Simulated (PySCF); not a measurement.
C₉H₁₅N (SMILES [H]/N=C1/C=CC[C@H]1CCCC)

Input file:

```
{"job": {"kind": "nmr", "xc": "PBE0", "basis": "pcSseg-1"}, "charge": 0, "multiplicity": 1}
C     -3.803127    -0.244147    -0.059785
C     -2.541286     0.368867     0.534761
C     -1.302573     0.024623    -0.289446
C     -0.034957     0.628555     0.310603
C      1.219371     0.325030    -0.515264
C      1.657984    -1.147340    -0.446332
C      3.027174    -1.102277     0.151303
C      3.433347     0.138232     0.410849
C      2.417388     1.103539     0.021547
N      2.573018     2.349870     0.135626
H     -4.673052     0.013152     0.539588
H     -3.964071     0.120384    -1.072141
H     -3.719802    -1.328296    -0.095871
H     -2.653044     1.454564     0.582849
H     -2.406845     0.005946     1.556417
H     -1.203111    -1.061486    -0.348157
H     -1.434212     0.398780    -1.307921
H     -0.160268     1.712885     0.378796
H      0.109126     0.253653     1.327248
H      1.035458     0.629877    -1.551219
H      1.680775    -1.617007    -1.432367
H      0.990486    -1.743005     0.180368
H      3.585588    -2.004518     0.336339
H      4.368922     0.442598     0.841847
H      1.786777     2.914377    -0.180504
```

Launched as:

```sh
OMP_NUM_THREADS=1 python probes_run.py task.json out
```

Geometry: GFN2-xTB.

Computed with PySCF, PBE0/pcSseg-1, SCF density, gas phase, non-relativistic.

**Predict the electron density and electron localisation function between the atoms.**

C–N (1.26 Å): the density is about 2.8 e/Å³ at the midpoint; the ELF peaks at about 0.90 between the atoms (a short, multiple covalent bond).
C–C (1.33 Å): the density is about 2.3 e/Å³ at the midpoint; the ELF peaks at about 0.95 between the atoms: a short, multiple covalent bond.
N–H (1.02 Å): ρ is about 2.8 e/Å³ halfway; the ELF climbs to about 1 towards the hydrogen, as it does in any bond to H; an ordinary covalent bond to hydrogen.
C–C (1.45 Å): ρ is about 1.9 e/Å³ halfway; the ELF peaks at about 0.95 between the atoms, as expected for localised, covalent bonding.

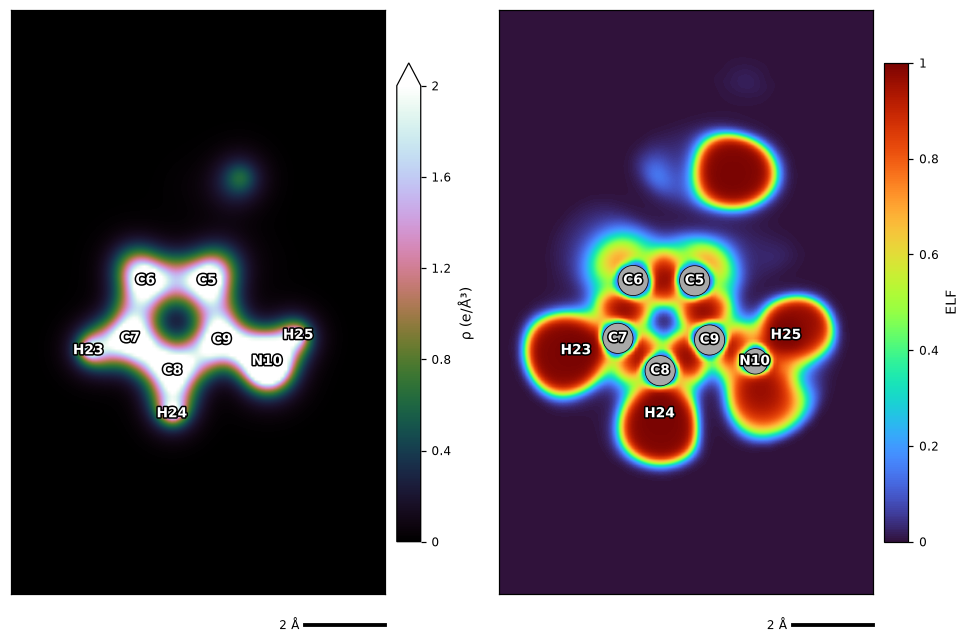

Computed electron density and electron localisation function on the plane of atoms C6, C7 and H23, in this order. Grey discs cover the atomic cores in the ELF map. 
